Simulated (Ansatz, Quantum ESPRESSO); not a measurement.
# Pm2O3 (P-3m1): zone-centre phonons

Which modes does Pm2O3 (P-3m1) have at the zone centre?

Method: DFT PBEsol, scalar-relativistic, plane waves, PseudoDojo norm-conserving, 4f in core pseudopotentials, in Quantum ESPRESSO 7.5.

**1. Set-up**

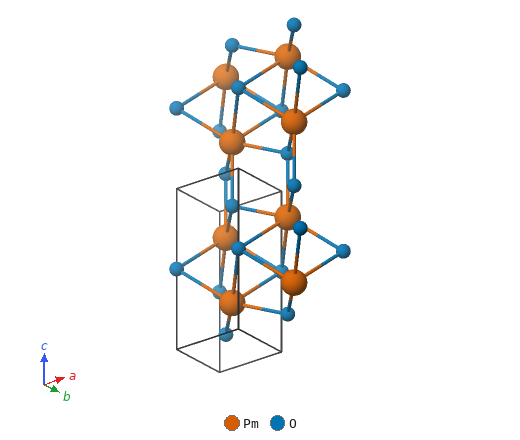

The cell as given, from a free direction (promethium orange, oxygen blue). 2×1×2 cells are drawn. Some periodic images of atoms are drawn too.

**2. A first look**

A cheap run with smearing and empty bands tells whether the crystal has a gap, which decides between fixed occupations and smearing later on.

Input file probe.in:

```
&CONTROL
  calculation = 'scf'
  prefix      = 'x'
  outdir      = './tmp'
  pseudo_dir  = './pseudo'
  tprnfor     = .true.
  tstress     = .true.
  verbosity   = 'high'
/
&SYSTEM
  ibrav       = 0
  nat         = 5
  ntyp        = 2
  ecutwfc     = 72.0
  input_dft   = 'pbesol'
  occupations = 'smearing'
  smearing    = 'gaussian'
  degauss     = 0.01
/
&ELECTRONS
  conv_thr         = 1.0d-07
  mixing_beta      = 0.7
  electron_maxstep = 100
/
ATOMIC_SPECIES
 Pm    144.9128  Pm.upf
 O      15.9990  O.upf
CELL_PARAMETERS angstrom
     3.805059230    0.000000000    0.000000000
    -1.902529610    3.295277950    0.000000000
     0.000000000    0.000000000    5.970842220
ATOMIC_POSITIONS crystal
 Pm     0.666666670   0.333333330   0.251866570
 Pm     0.333333330   0.666666670   0.748133430
 O      0.333333330   0.666666670   0.145442150
 O      0.000000000   0.000000000   0.500000000
 O      0.666666670   0.333333330   0.854557850
K_POINTS automatic
 6 6 4 0 0 0
```

On the command line:

```sh
OMP_NUM_THREADS=1 mpirun -n 8 pw.x -nk 8 -in probe.in > probe.out
```

Output:

```text
[banners, grids, parts of the stress and lines that vanish by symmetry left out]
Program PWSCF v.7.5
     IMPORTANT: XC functional enforced from input :
     Exchange-correlation= PBESOL
                           (   1   4  10   8   0   0   0)
[...]
kinetic-energy cutoff     =      72.0000  Ry
     charge density cutoff     =     288.0000  Ry
     scf convergence threshold =      1.0E-07
[...]
Exchange-correlation= PBESOL
                           (   1   4  10   8   0   0   0)
[...]
12 Sym. Ops., with inversion, found
[...]
(     0          1          0      )
                  (     0          0          1      )
[...]
(  0.0000000  1.0000000  0.0000000 )
                  (  0.0000000  0.0000000  1.0000000 )
[...]
(    -1         -1          0      )
[...]
( -0.8660254 -0.5000000  0.0000000 )
                  (  0.0000000  0.0000000  1.0000000 )
[...]
number of k points=    24  Gaussian smearing, width (Ry)=  0.0100
[...]
End of self-consistent calculation
[...]
the Fermi energy is    12.2162 ev
!    total energy              =    -255.55631763 Ry
[...]
convergence has been achieved in  11 iterations
[...]
atom    1 type  1   force =     0.00000000   -0.00000000   -0.00685215
     atom    2 type  1   force =    -0.00000000   -0.00000000    0.00685215
     atom    3 type  2   force =     0.00000000   -0.00000000   -0.00043598
     atom    4 type  2   force =     0.00000000    0.00000000    0.00000000
     atom    5 type  2   force =    -0.00000000   -0.00000000    0.00043598
[...]
Total force =     0.009710     Total SCF correction =     0.000219
[...]
total   stress  (Ry/bohr**3)                   (kbar)     P=      -42.90
[...]
XML data file, charge density, pseudopotentials, collected wavefunctions

   JOB DONE.
```

It took 8.1 s on 8 MPI ranks of Arm Neoverse V2, shared host.

Numbers from this step:

```yaml
volume_per_atom: 14.97 Å³
pressure: -4.290 GPa
gap_on_the_k_mesh: 3.803 eV
```

A gap of 3.8 eV opens on this mesh, so the crystal is taken as an insulator; the start stands at -4.3 GPa.

**3. Relaxation**

The harmonic expansion starts where the forces on the atoms vanish, and stress shifts the frequencies, so cell and atoms are relaxed with tight thresholds.

Input file relax.in:

```
&CONTROL
  calculation   = 'vc-relax'
  prefix        = 'x'
  outdir        = './tmp'
  pseudo_dir    = './pseudo'
  tprnfor       = .true.
  tstress       = .true.
  forc_conv_thr = 2.0d-05
  etot_conv_thr = 1.0d-07
  nstep         = 40
/
&SYSTEM
  ibrav       = 0
  nat         = 5
  ntyp        = 2
  ecutwfc     = 72.0
  input_dft   = 'pbesol'
  occupations = 'fixed'
  nbnd        = 22
/
&ELECTRONS
  conv_thr         = 1.0d-11
  mixing_beta      = 0.7
  electron_maxstep = 100
/
&IONS
/
&CELL
  press_conv_thr = 0.1
/
ATOMIC_SPECIES
 Pm    144.9128  Pm.upf
 O      15.9990  O.upf
CELL_PARAMETERS angstrom
     3.805059230    0.000000000    0.000000000
    -1.902529610    3.295277950    0.000000000
     0.000000000    0.000000000    5.970842220
ATOMIC_POSITIONS crystal
 Pm     0.666666670   0.333333330   0.251866570
 Pm     0.333333330   0.666666670   0.748133430
 O      0.333333330   0.666666670   0.145442150
 O      0.000000000   0.000000000   0.500000000
 O      0.666666670   0.333333330   0.854557850
K_POINTS automatic
 6 6 4 0 0 0
```

On the command line:

```sh
OMP_NUM_THREADS=1 mpirun -n 8 pw.x -nk 8 -in relax.in > relax.out
```

Output:

```text
[banners, grids, parts of the stress and lines that vanish by symmetry left out]
[banner, memory and clock lines left out]
Program PWSCF v.7.5

[...]
Exchange-correlation= PBESOL
                           (   1   4  10   8   0   0   0)
[...]
kinetic-energy cutoff     =      72.0000  Ry
     charge density cutoff     =     288.0000  Ry
     scf convergence threshold =      1.0E-11
[...]
energy convergence thresh.=      1.0E-07
     force convergence thresh. =      2.0E-05
     press convergence thresh. =      1.0E-01
     Exchange-correlation= PBESOL
                           (   1   4  10   8   0   0   0)
[...]
12 Sym. Ops., with inversion, found
[...]
number of k points=    24
[...]
End of self-consistent calculation
[...]
highest occupied, lowest unoccupied level (ev):     9.8290   13.6323
!    total energy              =    -255.55631750 Ry
[...]
convergence has been achieved in  16 iterations
[...]
atom    1 type  1   force =    -0.00000000    0.00000000   -0.00681016
     atom    2 type  1   force =     0.00000000   -0.00000000    0.00681016
     atom    3 type  2   force =    -0.00000000   -0.00000000   -0.00041998
     atom    4 type  2   force =     0.00000000    0.00000000    0.00000000
     atom    5 type  2   force =     0.00000000   -0.00000000    0.00041998
     Total force =     0.009649     Total SCF correction =     0.000001
[...]
total   stress  (Ry/bohr**3)                   (kbar)     P=      -43.07
[...]
number of bfgs steps    =   0
[...]
CELL_PARAMETERS (angstrom)
[...]
ATOMIC_POSITIONS (crystal)
Pm               0.6666666700        0.3333333300        0.2512630067
Pm               0.3333333300        0.6666666700        0.7487369933
O                0.3333333300        0.6666666700        0.1454049282
O                0.0000000000        0.0000000000        0.5000000000
[...]
New effective cutoffs (rho, wfc):  292.13   73.09
[...]
End of self-consistent calculation
[...]
highest occupied, lowest unoccupied level (ev):    10.1214   13.9408
!    total energy              =    -255.55826405 Ry
[...]
convergence has been achieved in   9 iterations
[...]
atom    1 type  1   force =    -0.00000000    0.00000000    0.00287986
     atom    2 type  1   force =     0.00000000    0.00000000   -0.00287986
     atom    3 type  2   force =    -0.00000000   -0.00000000   -0.00215114
     atom    4 type  2   force =     0.00000000    0.00000000    0.00000000
     atom    5 type  2   force =    -0.00000000   -0.00000000    0.00215114
     Total force =     0.005084     Total SCF correction =     0.000008
[...]
total   stress  (Ry/bohr**3)                   (kbar)     P=       -7.47
[...]
number of bfgs steps    =   1
[...]
CELL_PARAMETERS (angstrom)
[...]
ATOMIC_POSITIONS (crystal)
[...]
New effective cutoffs (rho, wfc):  293.03   73.31
[...]
End of self-consistent calculation
[...]
highest occupied, lowest unoccupied level (ev):    10.1890   14.0217
!    total energy              =    -255.55836307 Ry
[...]
convergence has been achieved in   9 iterations
[...]
atom    1 type  1   force =    -0.00000000    0.00000000    0.00271600
     atom    2 type  1   force =     0.00000000   -0.00000000   -0.00271600
     atom    3 type  2   force =     0.00000000    0.00000000   -0.00139355
[...]
total   stress  (Ry/bohr**3)                   (kbar)     P=       -0.22
[...]
number of bfgs steps    =   7
[...]
highest occupied, lowest unoccupied level (ev):    10.2112   14.0518
!    total energy              =    -255.55840413 Ry
[...]
convergence has been achieved in   7 iterations
[...]
Total force =     0.000281     Total SCF correction =     0.000002
[...]
total   stress  (Ry/bohr**3)                   (kbar)     P=       -0.10
[...]
number of bfgs steps    =   8
[...]
highest occupied, lowest unoccupied level (ev):    10.2123   14.0526
!    total energy              =    -255.55840429 Ry
[...]
convergence has been achieved in   8 iterations
[...]
Total force =     0.000162     Total SCF correction =     0.000000
[...]
total   stress  (Ry/bohr**3)                   (kbar)     P=        0.03
[...]
number of bfgs steps    =   9
[...]
New effective cutoffs (rho, wfc):  293.64   73.69
[...]
highest occupied, lowest unoccupied level (ev):    10.2125   14.0530
!    total energy              =    -255.55840433 Ry
[...]
convergence has been achieved in   7 iterations
[...]
Total force =     0.000070     Total SCF correction =     0.000000
[...]
total   stress  (Ry/bohr**3)                   (kbar)     P=        0.04
[...]
number of bfgs steps    =  10
[...]
small trust_radius: resetting bfgs history
[...]
CELL_PARAMETERS (angstrom)
[...]
ATOMIC_POSITIONS (crystal)
[...]
New effective cutoffs (rho, wfc):  293.64   73.69
[...]
End of self-consistent calculation
[...]
highest occupied, lowest unoccupied level (ev):    10.2123   14.0529
!    total energy              =    -255.55840433 Ry
[...]
convergence has been achieved in   5 iterations
[...]
atom    3 type  2   force =     0.00000000   -0.00000000    0.00000097
     atom    4 type  2   force =    -0.00000000    0.00000000    0.00000000
     atom    5 type  2   force =    -0.00000000    0.00000000   -0.00000097
     Total force =     0.000027     Total SCF correction =     0.000000
[...]
total   stress  (Ry/bohr**3)                   (kbar)     P=       -0.00
[...]
bfgs converged in  12 scf cycles and  11 bfgs steps
[...]
End of BFGS Geometry Optimization
     Final enthalpy           =    -255.5584043313 Ry
     File ./tmp/x.bfgs deleted, as requested
[...]
CELL_PARAMETERS (angstrom)
[...]
ATOMIC_POSITIONS (crystal)
[...]
O                0.0000000000        0.0000000000        0.5000000000
O                0.6666666700        0.3333333300        0.8548309149
[...]
Final scf calculation at the relaxed structure.
[...]
kinetic-energy cutoff     =      72.0000  Ry
     charge density cutoff     =     288.0000  Ry
     scf convergence threshold =      1.0E-13
[...]
press convergence thresh. =      1.0E-01
     Exchange-correlation= PBESOL
                           (   1   4  10   8   0   0   0)
[...]
12 Sym. Ops., with inversion, found
[...]
number of k points=    24
[...]
End of self-consistent calculation
[...]
highest occupied, lowest unoccupied level (ev):    10.2121   14.0529
!    total energy              =    -255.55780152 Ry
[...]
convergence has been achieved in  17 iterations
[...]
atom    1 type  1   force =    -0.00000000    0.00000000    0.00002086
     atom    2 type  1   force =    -0.00000000    0.00000000   -0.00002086
     atom    3 type  2   force =     0.00000000    0.00000000   -0.00001667
     atom    4 type  2   force =     0.00000000   -0.00000000    0.00000000
     atom    5 type  2   force =    -0.00000000    0.00000000    0.00001667
     Total force =     0.000038     Total SCF correction =     0.000000
[...]
total   stress  (Ry/bohr**3)                   (kbar)     P=       -1.84
[...]
XML data file, charge density, pseudopotentials, collected wavefunctions
```

Wall time 76 s (8 MPI ranks).

Step by step:

| step | energy less that of the first step (eV) | largest force (eV/Å) | pressure (GPa) | volume (Å³) |
| --- | --- | --- | --- | --- |
| 1 | 0.0000 | 0.1751 | -4.31 | 74.87 |
| 2 | -0.0265 | 0.0740 | -0.75 | 73.23 |
| 3 | -0.0278 | 0.0698 | -0.03 | 72.88 |
| 4 | -0.0282 | 0.0294 | 0.10 | 72.77 |
| 5 | -0.0283 | 0.0088 | 0.04 | 72.76 |
| 6 | -0.0284 | 0.0117 | 0.00 | 72.77 |
| 7 | -0.0284 | 0.0111 | -0.02 | 72.77 |
| 8 | -0.0284 | 0.0073 | -0.02 | 72.77 |
| 9 | -0.0284 | 0.0042 | -0.01 | 72.77 |
| 10 | -0.0284 | 0.0028 | 0.00 | 72.76 |
| 11 | -0.0284 | 0.0013 | 0.00 | 72.76 |
| 12 | -0.0284 | 0.0005 | 0.00 | 72.76 |
| 13 | -0.0202 | 0.0005 | -0.18 | 72.76 |

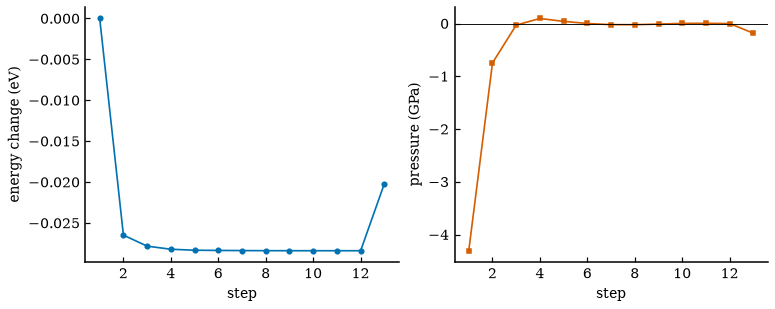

Energy and pressure along the relaxation.

| conventional cell, symmetrised | before | after | change |
| --- | --- | --- | --- |
| a (Å) | 3.805 | 3.774 | -0.8 % |
| b (Å) | 3.805 | 3.774 | -0.8 % |
| c (Å) | 5.971 | 5.898 | -1.2 % |
| volume (Å³/atom) | 14.97 | 14.55 | -2.8 % |

The last row of the table of steps is pw.x's closing run on a basis chosen anew for the final cell, so its energy can jump.

Read from the output:

```
volume per atom   : 14.55 Å³
pressure          : -0.1840 GPa
gap on the k-mesh : 3.841 eV
```

The volume changes by -2.8 % from the cell with which this run began.

**4. Self-consistent run for the response**

The response is built on this ground state, so it is converged far tighter than an energy would need. With a gap, occupations are fixed, which also allows the response to an electric field.

Input file scf.in:

```
&CONTROL
  calculation = 'scf'
  prefix      = 'x'
  outdir      = './tmp'
  pseudo_dir  = './pseudo'
  tprnfor     = .true.
  tstress     = .true.
/
&SYSTEM
  ibrav       = 0
  nat         = 5
  ntyp        = 2
  ecutwfc     = 72.0
  input_dft   = 'pbesol'
  occupations = 'fixed'
  nbnd        = 22
/
&ELECTRONS
  conv_thr         = 1.0d-12
  mixing_beta      = 0.7
  electron_maxstep = 100
/
ATOMIC_SPECIES
 Pm    144.9128  Pm.upf
 O      15.9990  O.upf
CELL_PARAMETERS angstrom
     3.774156014    0.000000000    0.000000000
    -1.887078005    3.268514988    0.000000000
     0.000000000    0.000000000    5.898152522
ATOMIC_POSITIONS crystal
 Pm     0.666666667   0.333333333   0.252184306
 Pm     0.333333333   0.666666667   0.747815694
 O      0.333333333   0.666666667   0.145169085
 O      0.000000000   0.000000000   0.500000000
 O      0.666666667   0.333333333   0.854830915
K_POINTS automatic
 6 6 4 0 0 0
```

On the command line:

```sh
OMP_NUM_THREADS=1 mpirun -n 8 pw.x -nk 8 -in scf.in > scf.out
```

Output:

```text
[banners, grids, parts of the stress and lines that vanish by symmetry left out]
[banner, memory and clock lines left out]
Program PWSCF v.7.5

[...]
Exchange-correlation= PBESOL
                           (   1   4  10   8   0   0   0)
[...]
kinetic-energy cutoff     =      72.0000  Ry
     charge density cutoff     =     288.0000  Ry
     scf convergence threshold =      1.0E-12
[...]
Exchange-correlation= PBESOL
                           (   1   4  10   8   0   0   0)
[...]
12 Sym. Ops., with inversion, found
[...]
number of k points=    24
[...]
End of self-consistent calculation
[...]
highest occupied, lowest unoccupied level (ev):    10.2121   14.0529
!    total energy              =    -255.55780152 Ry
[...]
convergence has been achieved in  17 iterations
[...]
atom    1 type  1   force =    -0.00000000   -0.00000000    0.00002100
     atom    2 type  1   force =     0.00000000    0.00000000   -0.00002100
     atom    3 type  2   force =     0.00000000    0.00000000   -0.00001664
     atom    4 type  2   force =     0.00000000    0.00000000    0.00000000
     atom    5 type  2   force =     0.00000000    0.00000000    0.00001664
     Total force =     0.000038     Total SCF correction =     0.000000
[...]
total   stress  (Ry/bohr**3)                   (kbar)     P=       -1.84
[...]
XML data file, charge density, pseudopotentials, collected wavefunctions
```

The job ended after 10 s (8 MPI ranks).

The cell stands at -0.18 GPa, close enough for phonons.

(Part 1 of 4 ends here.)

[Host names and launcher messages were left out of these logs when they were recorded.]

[Logs are printed without paths, hosts, clocks, repeated set-up lines and the standing remarks that a program may print on its own settings, such as how far it seeks lower states.]

[Hosts, paths, dates, database ids (printed as entryN), source tags and the programs' standing remarks are cut or masked in the printed files.]
